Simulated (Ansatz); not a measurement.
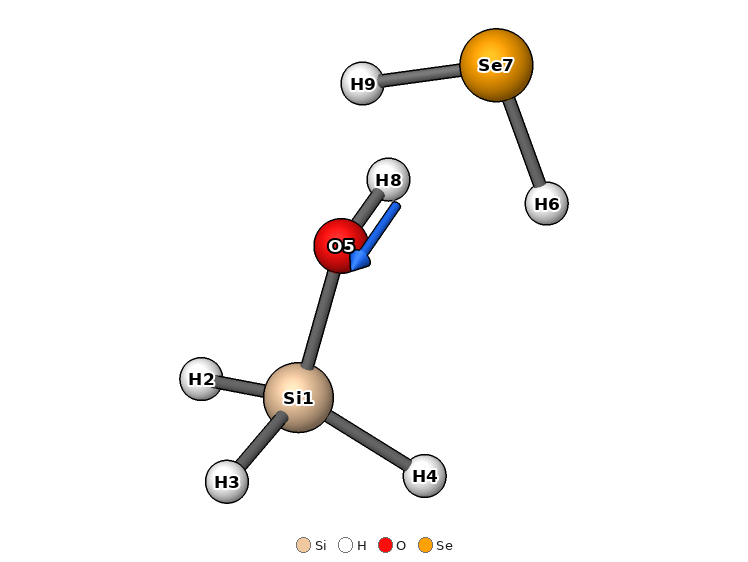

The arrows show one normal mode. Harmonic vibrations computed with RKS PBE0-D4/def2-TZVP (Ansatz 0.2.0) at a stationary point of the same level.

> What kind of motion is it?

Mostly O–H stretching.

> Estimate its harmonic wavenumber.

3748 cm⁻¹; it is mode 21 of 21 counted from the lowest.
